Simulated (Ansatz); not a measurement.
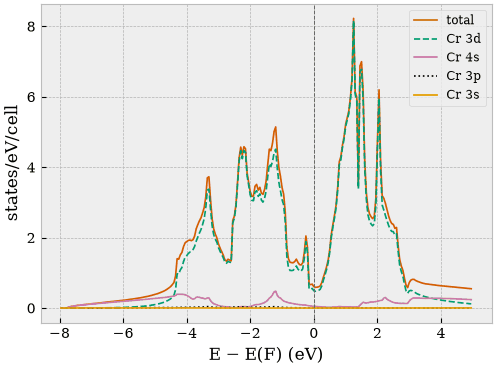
Fig. 1. Total and projected density of states of Cr (bcc (W type), space group No. 229), PBE (plane waves, PAW; program Ansatz)

Problem. Which orbitals carry the states next to the Fermi level?

Solution. Within 0.5 eV of the Fermi level: Cr 3d 88 %, Cr 4s 5 %, outside the projected shells 6 %. Projections are on Löwdin-orthogonalised atomic valence shells; empty p or d shells of many metals are not among them.

Problem. Where is the tallest occupied peak in this window, and what makes it?

Solution. Near -1.2 eV, about 5.1 states/eV per cell; the largest projected share is Cr 3d.

Space group Im-3m (bcc (W type)). The cell was relaxed with PBE under the symmetry of its start, as lowered by the spin order. Spin order of the final state: antiferromagnetic, chosen from 4 collinear starts compared on coarse meshes (ties went to the first, and starts can fall back to one state), not a proven ground state. Textbook magnetic order: a spin-density-wave antiferromagnet.

Potentials: the later of the program's two PAW sets.
